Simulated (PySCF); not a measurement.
C6H12Si (SMILES CCC#CC[SiH2]C)

Input file:

```
{"job": {"kind": "uv", "xc": "PBE0", "basis": "def2-SVPD", "nstates": 8, "ntriplets": 3}, "charge": 0, "multiplicity": 1}
C     -2.628674     0.749478    -0.827120
C     -2.621842    -0.509596     0.040770
C     -1.281362    -0.813856     0.508537
C     -0.163886    -1.041669     0.878907
C      1.187942    -1.307936     1.311884
Si     2.461991    -0.428280     0.184673
C      2.155276     1.441356     0.268222
H     -2.270660     1.603623    -0.255797
H     -3.636224     0.963533    -1.178548
H     -1.978911     0.616018    -1.689609
H     -3.280115    -0.368031     0.903855
H     -2.998341    -1.359461    -0.537297
H      1.359627    -2.386352     1.301445
H      1.303127    -0.971495     2.345529
H      2.308345    -0.907926    -1.194299
H      3.807532    -0.756342     0.678130
H      2.844402     1.984054    -0.371790
H      1.145039     1.679746    -0.053210
H      2.276930     1.822386     1.278821
```

Launched as:

```sh
OMP_NUM_THREADS=1 python probes_run.py task.json out
```

Geometry: GFN2-xTB.

Level of theory: PySCF 2.14.0, PBE0/def2-SVPD, SCF density, gas phase.

### Predict the electron density and electron localisation function between the atoms.

C–C (1.20 Å): ρ is about 2.7 e/Å³ halfway; the ELF peaks at about 0.85 between the atoms; a multiple bond.
C–Si (1.92 Å): ρ is about 0.9 e/Å³ halfway; the ELF peaks at about 0.95 between the atoms: localised, covalent bonding.
Si–H (1.47 Å): ρ at the midpoint is about 0.78 e/Å³; the ELF climbs to about 1 towards the hydrogen, as it does in any bond to H.

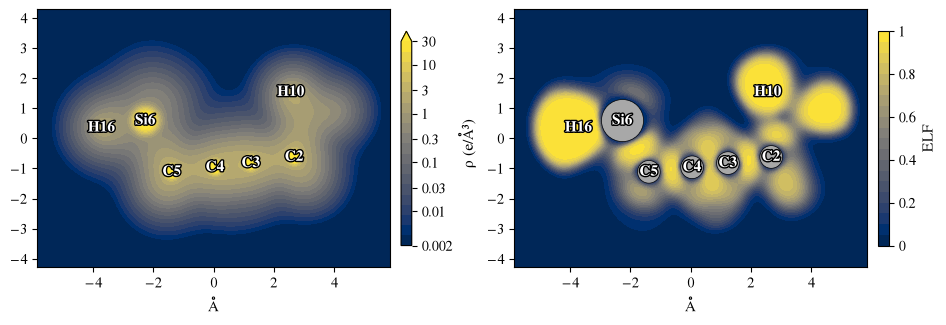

Computed electron density and electron localisation function on the plane of atoms C4, C5 and Si6, in this order. Grey discs cover the atomic cores in the ELF map. 
